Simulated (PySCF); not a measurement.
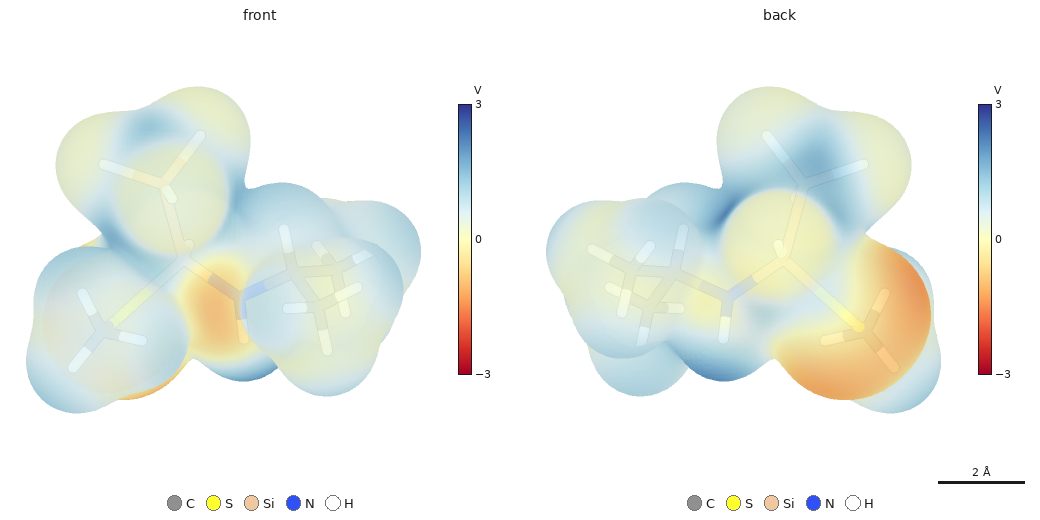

Figure. C₄H₁₅NSSi₂. The molecular electrostatic potential painted on the density surface at 0.004 e/bohr³, seen from the front and from behind; red is negative and blue positive.

Geometry: GFN2-xTB.

These are results of PBE0/pcSseg-1, SCF density, gas phase, non-relativistic in PySCF, not measurements.

```xyz
23

C     2.8479    0.7243   -1.4846
S     2.6645   -1.0631   -1.1983
Si    1.1268   -1.0129    0.3215
Si    1.5946    0.4752    2.0269
N    -0.2547   -0.4391   -0.5208
C    -1.5123   -0.0997    0.1099
C    -2.4230   -1.3202    0.2430
C    -2.1999    1.0111   -0.6816
H     1.8716    1.1645   -1.6628
H     3.4770    0.8462   -2.3603
H     3.3206    1.1834   -0.6204
H     1.1028   -2.4348    0.6969
H     3.0026    0.4588    2.4292
H     1.2831    1.8674    1.6777
H     0.7955    0.1503    3.2117
H    -0.3916   -0.7440   -1.4764
H    -1.2706    0.2715    1.1127
H    -1.9156   -2.1048    0.7992
H    -3.3402   -1.0568    0.7633
H    -2.6799   -1.7046   -0.7422
H    -3.1169    1.3185   -0.1859
H    -1.5426    1.8729   -0.7653
H    -2.4446    0.6628   -1.6834
```

Question: Which sites attract a positive test charge, and which a negative one?

Answer: A positive charge is drawn to the negative regions and a negative charge to the positive ones. The most negative region (about −1.3 V, or −30 kcal/mol for a unit charge) lies over S2, the most positive (about +2.0 V, or +46 kcal/mol for a unit charge) over Si3 and H16.
